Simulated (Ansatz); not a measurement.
# As2H3 (doublet): inputs that go wrong at a displaced geometry (v1)

3 inputs are run for As2H3 (doublet) as typed; the log has to tell whether the result can be used and what must change.

Method: the settings change from run to run; program: Ansatz 0.2.0, Gaussian basis.

22 further runs of the same task are left out: 7 that didn't finish, 15 set aside as unsound or not needed.

**1. What is computed**

The geometry is a PBE0/def2-TZVP stationary point (not a proven minimum) with its atoms shifted at random (size 0.040 Å). No spin-orbit coupling is included. The filled d shell of As may be among the frozen orbitals whatever the setting's name suggests; the logs give the count.

5 atoms, charge 0, spin multiplicity 2.

Atoms are counted from 1 here; the program's logs count them from 0.

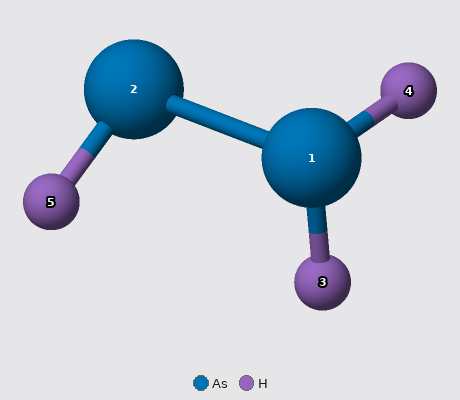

The structure; arsenic blue, hydrogen purple; atoms are numbered from 1 in the order of the file.

As a file:

```xyz
5
As2H3
As    0.0460    0.0362    1.2066
As   -0.0203   -0.0485   -1.2240
H    -1.2473    0.7871    1.3065
H    -0.6335   -1.3632    1.3357
H    -0.0330    1.4889   -1.3512
```

**2. Attempt 1**

Contents of in.yaml:

```yaml
crystal:
  periodic: [false, false, false]
  atoms:
    - {symbol: As, position_ang: [0.046046, 0.036218, 1.206641]}
    - {symbol: As, position_ang: [-0.020299, -0.048498, -1.224008]}
    - {symbol: H, position_ang: [-1.247296, 0.787079, 1.306479]}
    - {symbol: H, position_ang: [-0.633484, -1.363225, 1.335709]}
    - {symbol: H, position_ang: [-0.033035, 1.488930, -1.351212]}
basis:
  gaussian: {orbitals: cc-pVDZ}
magnetization: {spin_polarized: false, initial_magnetization: 1}
correlation: {active_space: {window: {electrons: 1, orbitals: 2}, states: [{multiplicity: 2, weights: [1, 1, 1]}], root: 0}}
output: {forces: true}
```

Started as:

```console
$ ansatz run in.yaml --threads 1 --pin off --events-out ev --progress --plain --max-ram 2393MiB
```

Log:

```text
Functional definition: HF
  name "HF"
  cite "Fock, Z. Phys. 61, 126 (1930) doi:10.1007/BF01340294"
  parent pbe
  exchange = exact_x
  correlation = 0
1401 factors; integrals over basis functions are off by at most 2.0e-7 eV
mean field evaluation 1: about -121636.0276 eV, gradient 9.5e0 eV
mean field evaluation 2: about -121636.0599 eV, gradient 9.6e0 eV
mean field evaluation 4: about -121636.8143 eV, gradient 1.3e0 eV
mean field evaluation 8: about -121636.8239 eV, gradient 2.7e-4 eV
mean field -121636.82387884 eV, -4470.0708291469 hartree, gradient 3.7e-6 eV, S^2 0.750000; 0 other end points of the search recorded, 0 dependent functions left out
reference -121636.82387884 eV, -4470.0708291469 hartree; 35, 34 occupied and 34, 35 virtual orbitals, 1401 factors
Error: 3 states are sought, and the space of determinants holds 2 states of this symmetry and spin
```

Run time: 2.3 s. Hardware: 1 thread of Arm Neoverse V2, shared host.

Diagnosis: The run stopped with an error. It says: «3 states are sought, and the space of determinants holds 2 states of this symmetry and spin». Cure: ask for fewer states or enlarge the space.

**3. Attempt 2**

Contents of in.yaml:

```yaml
crystal:
  periodic: [false, false, false]
  atoms:
    - {symbol: As, position_ang: [0.046046, 0.036218, 1.206641]}
    - {symbol: As, position_ang: [-0.020299, -0.048498, -1.224008]}
    - {symbol: H, position_ang: [-1.247296, 0.787079, 1.306479]}
    - {symbol: H, position_ang: [-0.633484, -1.363225, 1.335709]}
    - {symbol: H, position_ang: [-0.033035, 1.488930, -1.351212]}
basis:
  gaussian: {orbitals: "6-31G*"}
magnetization: {spin_polarized: false, initial_magnetization: 1}
correlation: {method: sc_nevpt2, electrons: outside_noble_gas, active_space: {window: {electrons: 4, orbitals: 3}}}
```

The command is unchanged.

Log:

```text
Functional definition: HF
  name "HF"
  cite "Fock, Z. Phys. 61, 126 (1930) doi:10.1007/BF01340294"
  parent pbe
  exchange = exact_x
  correlation = 0
758 factors; integrals over basis functions are off by at most 1.0e-3 eV
mean field evaluation 1: about -121621.5845 eV, gradient 9.6e0 eV
mean field evaluation 2: about -121621.5970 eV, gradient 9.6e0 eV
mean field evaluation 4: about -121622.3622 eV, gradient 1.8e0 eV
mean field evaluation 8: about -121622.3727 eV, gradient 1.5e-1 eV
mean field -121622.37304851 eV, -4469.5397709274 hartree, gradient 3.1e-6 eV, S^2 0.750000; 0 other end points of the search recorded, 0 dependent functions left out
reference -121622.37304851 eV, -4469.5397709274 hartree; 35, 34 occupied and 41, 42 virtual orbitals, 758 factors
Error: 4 electrons in 3 orbitals form no window around the highest filled level of the reference
```

Wall time 1.6 s (1 thread of Arm Neoverse V2, shared host).

What is wrong: The run stopped with an error. The active window can't be built from these electrons and orbitals. Cure: choose counts that fit the spin, the electrons and the basis.

**4. Attempt 3**

Contents of in.yaml:

```yaml
crystal:
  periodic: [false, false, false]
  atoms:
    - {symbol: As, position_ang: [0.087013, 0.068441, 2.280189]}
    - {symbol: As, position_ang: [-0.038359, -0.091647, -2.313008]}
    - {symbol: H, position_ang: [-2.357015, 1.487343, 2.468853]}
    - {symbol: H, position_ang: [-1.197095, -2.576086, 2.524089]}
    - {symbol: H, position_ang: [-0.062426, 2.813631, -2.553385]}
basis:
  gaussian: {orbitals: STO-3G}
magnetization: {spin_polarized: false, initial_magnetization: 1}
correlation: {method: fic_mrcisd_q_relaxed, electrons: all, active_space: {window: {electrons: 1, orbitals: 4}, states: [{multiplicity: 2, weights: [1, 1]}]}}
```

The command is unchanged.

Log (excerpt; [...] marks lines left out):

```text
Functional definition: HF
  name "HF"
  cite "Fock, Z. Phys. 61, 126 (1930) doi:10.1007/BF01340294"
  parent pbe
[...]
432 factors; integrals over basis functions are off by at most 3.7e-8 eV
[...]
mean field -120259.46250959 eV, -4419.4537324359 hartree, gradient 5.5e-7 eV, S^2 0.750000; 25 other end points of the search recorded, 0 dependent functions left out
reference -120259.46250959 eV, -4419.4537324359 hartree; 35, 34 occupied and 4, 5 virtual orbitals, 432 factors
state -120256.93555819 eV, -4419.3608686848 hartree
state -120256.81547451 eV, -4419.3564556911 hartree
contracted CI cycle   1: correlation 0.00000000 eV, 0.0000000000 hartree, residual 1.12e1 eV
contracted CI cycle   2: correlation -6.03912377 eV, -0.2219337051 hartree, residual 5.78e0 eV
contracted CI cycle   3: correlation -8.25215599 eV, -0.3032611392 hartree, residual 2.04e0 eV
contracted CI cycle   4: correlation -8.42308568 eV, -0.3095426895 hartree, residual 6.81e-1 eV
[...]
contracted CI cycle  11: correlation -7.51828912 eV, -0.2762920291 hartree, residual 7.56e-3 eV
contracted CI cycle  12: correlation -7.51829329 eV, -0.2762921825 hartree, residual 6.64e-3 eV
contracted CI cycle  13: correlation -7.51829491 eV, -0.2762922418 hartree, residual 3.31e-3 eV
contracted CI cycle  14: correlation -7.51829539 eV, -0.2762922596 hartree, residual 1.89e-3 eV
contracted CI cycle  15: correlation -7.51829553 eV, -0.2762922646 hartree, residual 1.15e-3 eV
state -120256.51991187 eV, -4419.3455939643 hartree; corrected -120268.74546054 eV, -4419.7948745911 hartree
state -120256.93555819 eV, -4419.3608686848 hartree; corrected -120272.22361129 eV, -4419.9226942738 hartree
state -120256.81547451 eV, -4419.3564556911 hartree; corrected -120268.75083603 eV, -4419.7950721367 hartree
the orbitals are reached from a further start. From the first start the search ends at -120256.74298709 eV, -4419.3537918273 hartree
WARN: 2 active orbitals are nearly empty or full. The corrections depend on them more than the energy does, and are more stable in an active space without them
Total energy: -120270.48722366 eV, -4419.8588832052 hartree
```

Run time: 15 s. Hardware: 1 thread of Arm Neoverse V2, shared host.

Diagnosis: The run converged, which proves nothing about the input. The coordinates are scaled by the bohr-ångström factor. The shortest distance is 2.83 Å, against 1.50 Å in the geometry of step 1. Its energy belongs to another geometry. Cure: restore the coordinates in ångström.

**5. Summary**

```tsv
attempt	level	ended	cause	time
1	CASSCF(1,2)/cc-pVDZ	stopped by an error	3 states are sought, and the space of determinants holds 2 states of this symmetry and spin	2.3 s
2	NEVPT2(4,3)/6-31G*	stopped by an error	the active window can't be built from these electrons and orbitals	1.6 s
3	MRCISD+Q(relaxed)(1,4)/STO-3G	converged	the coordinates are scaled by the bohr-ångström factor	15 s
```

2 stopped by an error, 1 converged. The input that converges on a wrong geometry or spin is the dangerous one: no error points at it, so geometry and ⟨S²⟩ have to be checked.
